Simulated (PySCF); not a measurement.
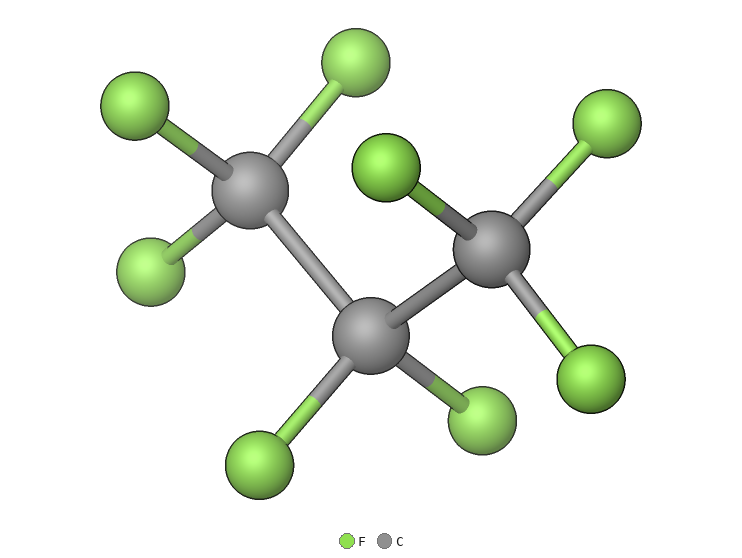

Computed geometry: GFN2-xTB optimisation. No frequency run is at hand to confirm it as a minimum.

Draw it as a skeletal formula.

SMILES: FC(F)(F)C(F)(F)C(F)(F)F

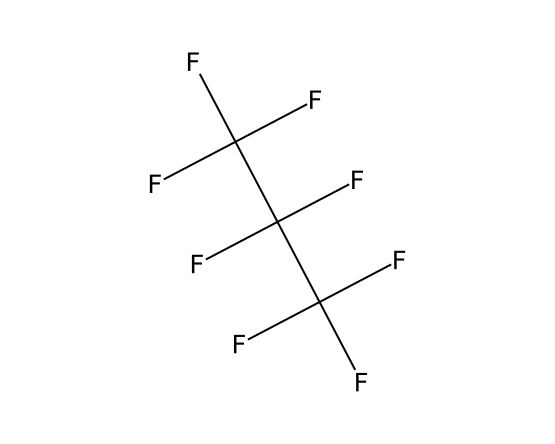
